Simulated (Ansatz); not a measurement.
# Calculations on CH₆BNSi

### Relaxation

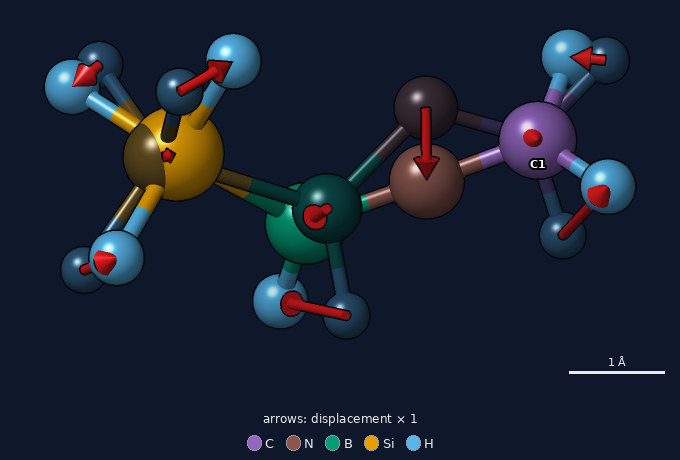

This is a relaxation of CH6BNSi. The starting structure is drawn faded, the final one solid; red arrows show the displacements, at their true length. The two geometries are superimposed by the best rigid fit.

Style: ball-and-stick. Shown at a tilt.

The run prepares an end point of a later path (torsion) calculation, from a guessed geometry.

Theory: Ansatz, RKS PBE0-D4/6-31G*.

Input
```yaml
crystal:
  periodic: [false, false, false]
  atoms:
    - { symbol: C, position_ang: [-0.7869, 1.861, -0.9546] }
    - { symbol: "N", position_ang: [-0.3466, 1.1334, -0.0639] }
    - { symbol: B, position_ang: [-0.0552, -0.3144, -0.3435] }
    - { symbol: Si, position_ang: [0.7933, -1.4026, 1.0828] }
    - { symbol: H, position_ang: [-1.0434, 1.5381, -1.9885] }
    - { symbol: H, position_ang: [-1.0492, 2.9577, -0.7292] }
    - { symbol: H, position_ang: [-0.1917, -0.7912, -1.3897] }
    - { symbol: H, position_ang: [0.9805, -2.7597, 0.5763] }
    - { symbol: H, position_ang: [-0.2171, -1.4365, 2.2583] }
    - { symbol: H, position_ang: [1.9994, -0.8369, 1.5548] }
basis:
  gaussian: { orbitals: "6-31G*" }
hamiltonian:
  xc: pbe0
  dispersion: d4
relax:
  f_tol: 0.015
  max_steps: 40
```

Run as
```bash
ansatz run input.yaml --threads 1 --pin off --max-ram 2048MiB --backend cpu --events-out ev --progress --plain --runs-dir out
```

Which element moves most?

Hydrogen: up to 1.40 Å, against 0.80 Å for nitrogen.

What happened in the run?

The largest moves after the best rigid fit, 1.40 Å, are those of H5 and H7. Largest moves by element: H 1.40 Å, N 0.80 Å, B 0.59 Å, C 0.31 Å, Si 0.15 Å. Some distances before and after: N2–B3 1.503 → 1.348 Å, Si4–H10 1.413 → 1.493 Å, Si4–H9 1.550 → 1.494 Å, C1–H6 1.150 → 1.094 Å. Bond angles that change, for instance: C1–N2–B3 120.3° → 178.4°, B3–Si4–H9 106.2° → 110.8°, Si4–B3–H7 118.3° → 122.8°. Groups turn about B3–Si4 by about 60°. The energy falls by 33.0 kcal/mol in 18 accepted moves (22 points after the start). The largest force component goes from 2.8 to 0.012 eV/Å. The line search rejected the trial steps at points 12, 17, 18, 21 of the run. Cost: 69 s on 1 thread of Arm Neoverse V2, on a shared host, peak memory 0.15 GiB.

### Relaxation

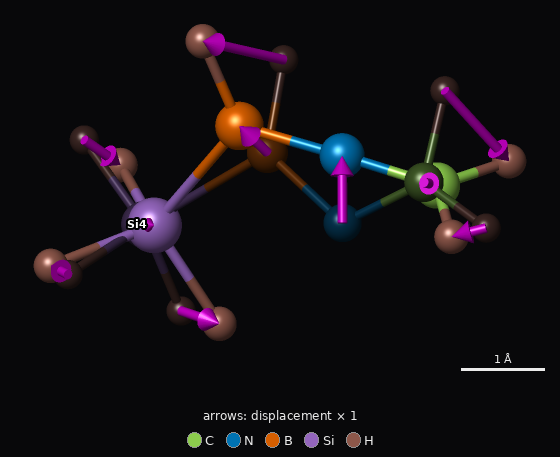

A relaxation of CH$_{6}$BNSi. The starting structure is drawn faded, the final one solid; purple arrows show the displacements, at their true length. The two geometries are superimposed by the best rigid fit.

The picture is a ball-and-stick view, seen at a tilt.

The run prepares an end point of a later path (torsion) calculation, from a guessed geometry.

The calculation used RKS PBE0-D4/6-31G* (Ansatz 0.2.0). Settings: no spin polarisation; force threshold 0.015 eV/Å; at most 40 steps.

> Atoms of which element are displaced furthest, and by how much?

Hydrogen: up to 1.41 Å, against 0.82 Å for nitrogen.

> What happened in the run?

Over 17 accepted moves (20 points after the start) the energy falls by 1.448 eV. Largest force component: 3.5 eV/Å at the start, 0.014 eV/Å at the end. The line search rejected the trial steps at points 14, 16, 19 of the run. The largest move after the best rigid fit is that of an H atom, 1.41 Å. By element the largest moves are H 1.41 Å, N 0.82 Å, B 0.59 Å, C 0.36 Å, Si 0.15 Å. Some distances before and after: B–N 1.503 → 1.348 Å, H–Si 1.413 → 1.494 Å, H–Si 1.550 → 1.494 Å, C–H 1.150 → 1.094 Å. Among the angles between lasting bonds that change: C–N–B 120.3° → 178.5°, B–Si–H 106.2° → 110.9°, Si–B–H 118.3° → 122.9°. Groups turn about B–Si by about 60°. The run took 63 s on 1 thread of Arm Neoverse V2, with other jobs on the host, peak memory 0.15 GiB.

### Path

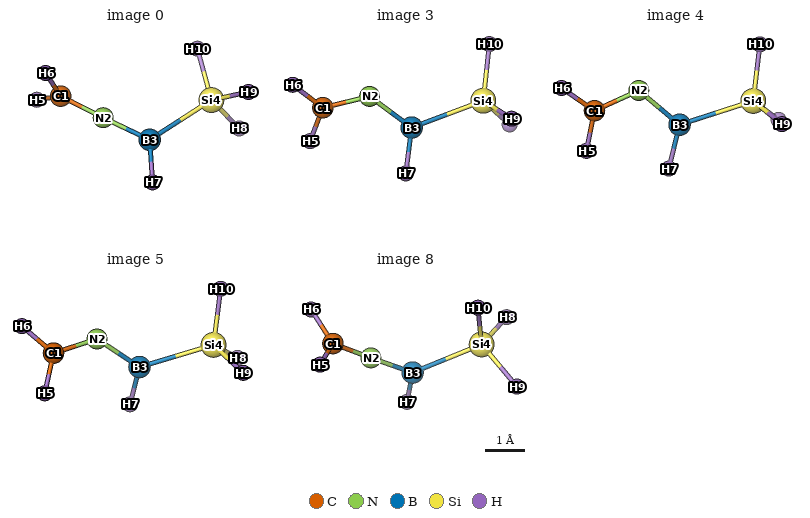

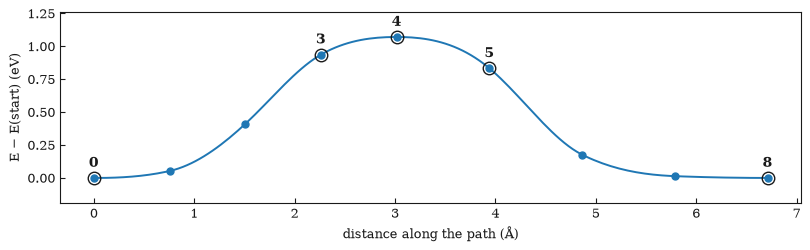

A nudged-elastic-band calculation for CH₆BNSi. Images are numbered from 0 (start) to 8 (end). The picture is a ball-and-stick view, seen at a tilt.

All numbers below come from RKS PBE0-D4/6-31G* in Ansatz 0.2.0. Run with 7 movable images; climbing image; force threshold 0.03 eV/Å; iteration limit 45; starting path through a guess of the saddle point.

> Describe the mechanism and the energy profile.

The motion is a rotation about the C1–N2 bond by about 180°, with a turn of about 360° about N2–B3. No bond forms or breaks between the ends. Bond angles that change up to the highest image, for instance: C1–N2–B3 178.4° → 115.1°, Si4–B3–H7 122.8° → 119.8°. The two ends have the same energy, and the highest point, image 4, lies 1.07 eV above the start. The band is converged.
